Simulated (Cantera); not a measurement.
Charge: 1 mol Si, 11 mol HBr, equilibrated at 1.00 bar.

Method: chemical equilibrium by Gibbs-energy minimisation in Cantera with the NASA 1993 tables (ideal gas, pure condensed phases). Candidate condensed phases: Br₂, Si; 19 gas species. The tables' values for SiBr₃ are old estimates; treat these amounts as uncertain. The numbers say what is thermodynamically allowed, not how fast it happens.

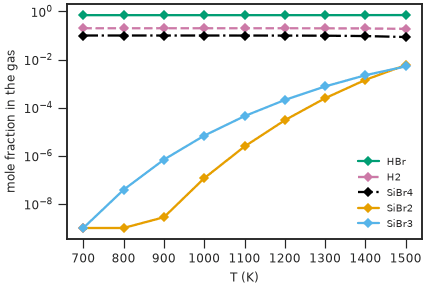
*Equilibrium gas composition (values under 1e-9 drawn at 1e-9)*

From 700 K to 1500 K nothing is condensed. The main Si-bearing gas is SiBr₄ throughout.
